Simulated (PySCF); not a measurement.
## Electronic structure of C5H7BSi in real space

The calculation's input:

```
{"job": {"kind": "nmr", "xc": "PBE0", "basis": "pcSseg-1"}, "charge": 0, "multiplicity": 1}
B      2.450391     0.789532    -0.832408
Si     0.973612     0.455669     0.380108
C      0.611851    -1.307380     0.993699
C     -0.490927    -1.479911     0.268719
C     -0.685428    -0.192634    -0.490762
C     -1.889156     0.504843    -0.160125
C     -2.891226     1.085750     0.151524
H      2.965072     1.837823    -0.888724
H      2.845981    -0.037134    -1.559134
H      0.599294     1.434654     1.419235
H      1.061242    -2.023847     1.663267
H     -1.150414    -2.333590     0.201235
H     -0.627421    -0.326431    -1.574790
H     -3.773549     1.592182     0.405991
```

Command:

```sh
OMP_NUM_THREADS=1 python probes_run.py task.json out
```

Geometry: GFN2-xTB.

The calculation used PBE0/pcSseg-1, SCF density, gas phase, non-relativistic in PySCF.

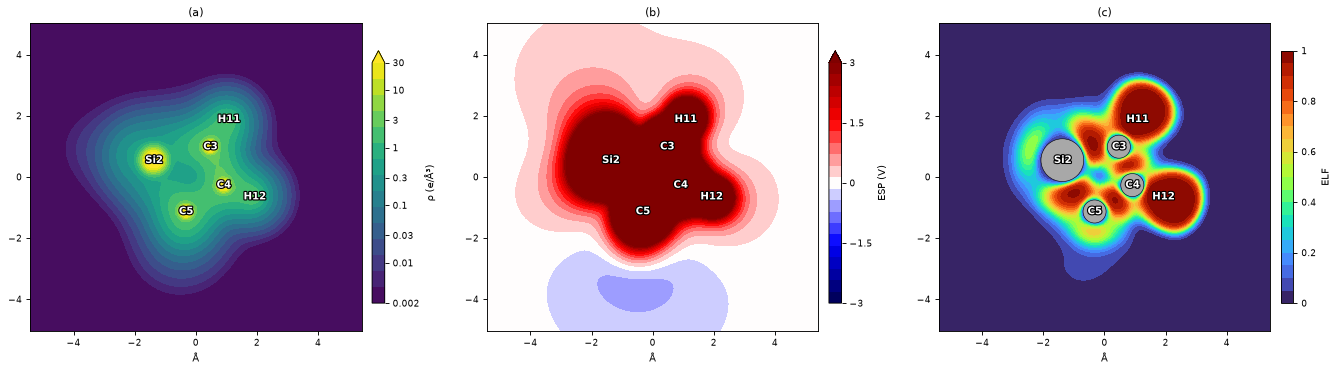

Figure 1. (a) electron density; (b) electrostatic potential; (c) ELF on the plane of atoms C3, C4 and C5. Grey discs cover the atomic cores in the ELF map.

Read the bonding off the picture.

The plane passes through Si, C and H nuclei.
C–Si (1.90 Å): ρ is about 0.87 e/Å³ halfway; the ELF peaks at about 0.95 between the atoms; localised, covalent bonding.
C–C (1.33 Å): ρ is about 2.3 e/Å³ halfway; the ELF peaks at about 0.90 between the atoms; a multiple bond.
C–Si (1.98 Å): ρ is about 0.76 e/Å³ halfway; the ELF peaks at about 0.95 between the atoms: a covalent bond.
Outside the dense part of the molecule the potential is most negative (−0.6 V) near C6, which lies off the plane.

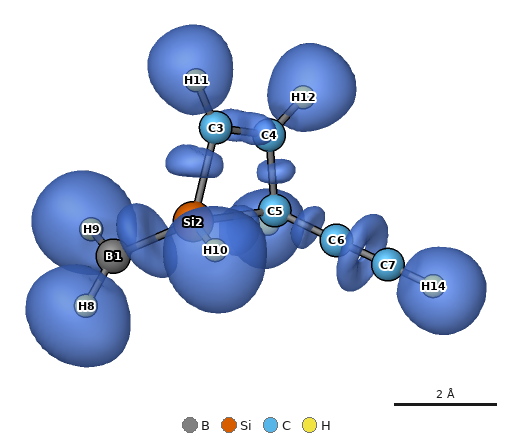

Figure 2. Isosurface of the ELF at 0.85 (blue), seen across its widest extent. Core shells and regions of very low density are left out.

What do the ELF domains correspond to?

At this value the surface marks out one region between bonded B–Si atoms (shared pairs), four regions between bonded C–C atoms (shared pairs), two regions between bonded C–Si atoms (shared pairs) and seven regions around hydrogen nuclei. Along the contacts the grid gives the following. C–C (1.20 Å): the ELF peaks at about 0.85 between the atoms; a multiple bond.

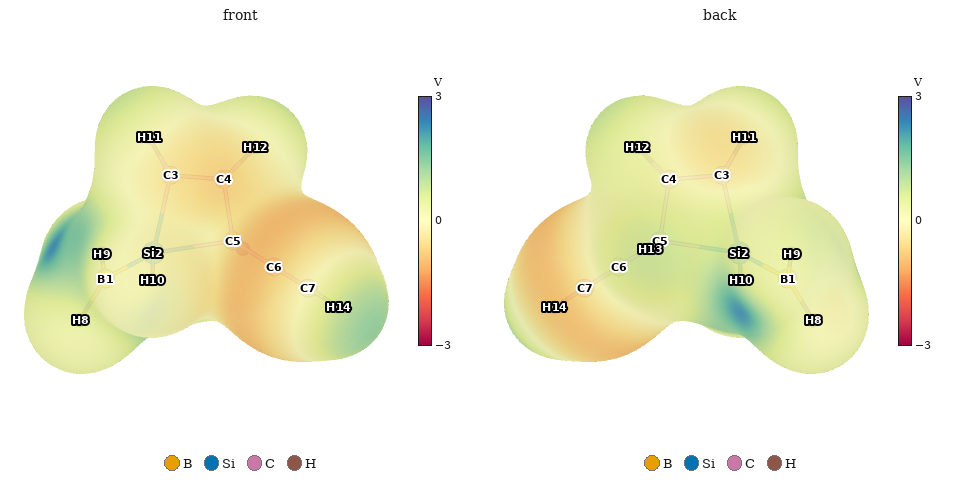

Figure 3. The molecular electrostatic potential painted on the density surface at 0.002 e/bohr³, seen from the front and from behind; red is negative and blue positive.

Where is the surface potential most negative and most positive?

The most negative region (about −1.0 V) lies over C6 and C7, the most positive (about +2.2 V) over B1.

How polar is the molecule by this calculation?

Its dipole moment is 1.14 D.
